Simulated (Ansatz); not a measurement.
## Profile along the Ir–Ir line in Ir (fcc, Cu type)

Ir (fcc, Cu type)

```
CELL_PARAMETERS angstrom
      0.00000     1.93542     1.93542
      1.93542     0.00000     1.93542
      1.93542     1.93542     0.00000
ATOMIC_POSITIONS crystal
  Ir 0.00000 0.00000 0.00000
```

Fields along a shortest Ir–Ir line of a {100} plane (2.74 Å), from Ir to Ir, interpolated on the slice's grid (step about 0.1 Å). The numbers are results of PBE (plane waves to 420 eV, PAW, scalar-relativistic; Ansatz, a program for electronic structure), not measurements. k mesh 21×21×21. Near the nuclei the fields are pseudised (PAW); where an atom keeps semicore shells as valence, they peak there. Ir is run without spin polarisation. Ir was relaxed with its symmetry unable to fall. Spin-orbit coupling is left out, though Ir is heavy.

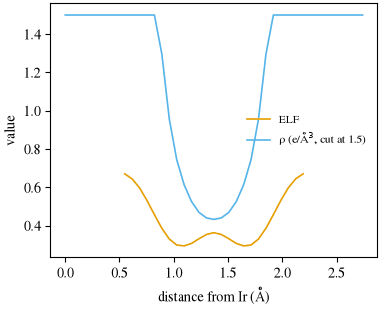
ELF (away from the nuclei) and valence density from Ir to Ir.

Density on the Ir–Ir line (2.74 Å) at its midpoint: 0.43 e/Å³. ELF at that point: 0.36.
